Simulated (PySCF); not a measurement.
# C5H9Al: electronic excitations

Aim: predict the electronic excitations of C5H9Al (`CC#[C][AlH][CH2]C`).

The runs use PySCF 2.14.0, with density-fitted response routines of our own; the level of theory stands in each step. All values are computed, except where a source is named. Atoms count from 0, in the outputs and in this text.

## (1) The molecule as given

15 atoms, charge 0, multiplicity 1; geometry from: GFN2-xTB.

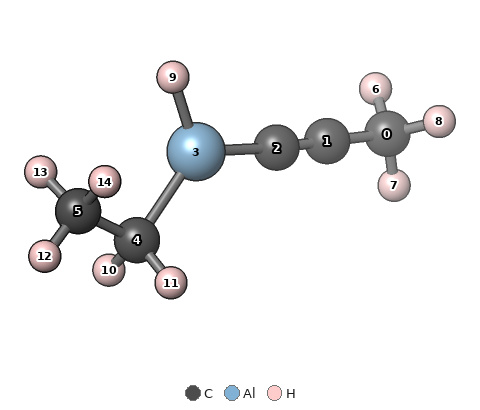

The starting geometry (carbon dark grey, aluminium light blue, hydrogen pink), atoms numbered.

## (2) Ultraviolet spectrum: wB97X-D/def2-SVPD

The job: settings as JSON, then the geometry in Å.

```
{"job": {"kind": "uv", "xc": "wB97X-D", "basis": "def2-SVPD", "nstates": 8, "ntriplets": 3}, "charge": 0, "multiplicity": 1}
C      4.078892    -0.027300    -0.276656
C      2.639385     0.116450    -0.331747
C      1.429031     0.233171    -0.373735
Al    -0.483991     0.511760    -0.503126
C     -1.974790    -0.641937     0.188249
C     -3.295560     0.026991    -0.239224
H      4.506409     0.115657    -1.269355
H      4.343141    -1.023007     0.080752
H      4.503614     0.714972     0.399901
H     -0.958880     1.794129    -1.235334
H     -1.952757    -1.673100    -0.193285
H     -1.968233    -0.752128     1.282841
H     -4.163888    -0.516361     0.134201
H     -3.363485     0.077391    -1.327526
H     -3.343301     1.051301     0.136478
```

With the program's defaults for keys left out, this is: TDDFT wB97X-D/def2-SVPD, vertical, gas phase, core orbitals frozen in the response.

Launch:

```
OMP_NUM_THREADS=1 python probes_run.py task.json out
```

One launch serves the whole session: the jobs run in the order shown.

The log of the run:

```text
coarse grid: 12640 points
cycle   1  E = -437.9230179331  dE =  3.833e-01  |g| = 3.995e-01  |ddm| = 6.393e+00
cycle   2  E = -437.9439867104  dE = -2.097e-02  |g| = 3.266e-01  |ddm| = 1.710e+00
cycle   3  E = -437.9703457501  dE = -2.636e-02  |g| = 8.592e-02  |ddm| = 6.411e-01
cycle   4  E = -437.9720545825  dE = -1.709e-03  |g| = 3.630e-02  |ddm| = 1.995e-01
cycle   5  E = -437.9724133072  dE = -3.587e-04  |g| = 4.901e-03  |ddm| = 1.386e-01
cycle   6  E = -437.9724213035  dE = -7.996e-06  |g| = 1.568e-03  |ddm| = 2.361e-02
final grid: 116280 points
cycle   7  E = -438.0411707663  dE = -8.534e-05  |g| = 3.954e-03  |ddm| = 1.288e-01
cycle   8  E = -438.0411733484  dE = -2.582e-06  |g| = 2.910e-03  |ddm| = 1.975e-02
cycle   9  E = -438.0411754986  dE = -2.150e-06  |g| = 5.156e-04  |ddm| = 6.045e-03
cycle  10  E = -438.0411755513  dE = -5.270e-08  |g| = 4.254e-04  |ddm| = 2.091e-03
cycle  11  E = -438.0411755974  dE = -4.602e-08  |g| = 6.049e-05  |ddm| = 8.780e-04
cycle  12  E = -438.0411755992  dE = -1.890e-09  |g| = 2.361e-05  |ddm| = 2.568e-04
cycle  13  E = -438.0411755996  dE = -3.645e-10  |g| = 7.330e-06  |ddm| = 9.481e-05
converged SCF energy = -438.0411755996

Static polarisability (au): isotropic 89.121, principal 66.317 74.014 127.033

Singlet excitations
state   eV       nm        f      main configurations
  1   4.7503    261.0   0.00030   H->L 0.94
  2   5.4214    228.7   0.00021   H-2->L 0.89
  3   5.5414    223.7   0.05790   H-1->L 0.77
  4   6.3374    195.6   0.00258   H-1->L+2 0.57, H-1->L+3 0.24
  5   6.4487    192.3   0.01434   H-3->L 0.93
  6   6.8744    180.4   0.16756   H->L+1 0.83
  7   7.2267    171.6   0.10388   H-2->L+1 0.43, H->L+2 0.33, H->L+3 0.10
  8   7.2538    170.9   0.05038   H-1->L+1 0.67, H-1->L+2 0.18

Triplet excitations (Tamm-Dancoff, eV): 4.5456 4.5849 5.1372
```

Run time: 49 s. Hardware: 1 thread of Arm Neoverse N1, shared host; peak memory 0.82 GiB.

The orbitals next to the gap, with their largest atomic shares:

```tsv
orbital	eV	atoms
HOMO−3	-10.89	H9 34 %, Al3 31 %, C2 16 %
HOMO−2	-9.79	C4 22 %, C2 22 %, C1 18 %
HOMO−1	-9.53	C2 42 %, C1 39 %, C0 8 %
HOMO	-9.09	C2 22 %, C1 22 %, C4 19 %
LUMO	0.39	Al3 50 %, C2 16 %, C1 9 %
LUMO+1	1.58	Al3 65 %, C1 6 %, C0 4 %
LUMO+2	2.29	Al3 21 %, C1 20 %, C2 16 %
```

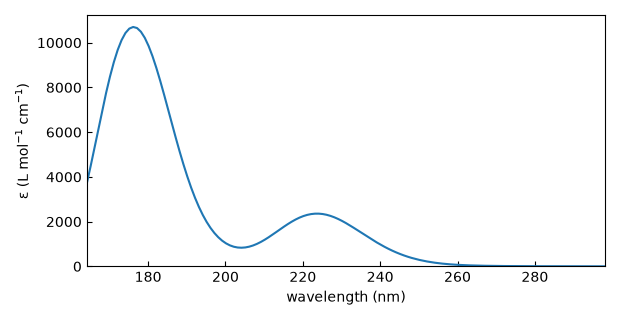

Absorption spectrum: each of the 8 states is a Gaussian band of 0.4 eV half-width at 1/e. Beyond the last state computed it falls off for lack of states.

Further results of this job:

```tsv
property	computed
dipole moment (D)	1.39
polarisability (Å³)	13.21
HOMO–LUMO gap (eV)	9.48
−ε(HOMO) (eV)	9.09
```

## (3) Results

| quantity | value |
| --- | --- |
| lowest singlet (wB97X-D/def2-SVPD) | 4.75 eV (261 nm), f = 0.000 |
| brightest single state of those computed | state 6, 6.87 eV, f = 0.168 |
| lowest triplet | 4.55 eV |

What this shows: The first singlet state (HOMO→LUMO 0.94) lies at 4.75 eV and is dark; of the 8 states computed, the strongest absorption comes from state 6 at 6.87 eV. The lowest triplet lies 0.20 eV below the lowest singlet (triplets in Tamm-Dancoff, singlets in full TDDFT).
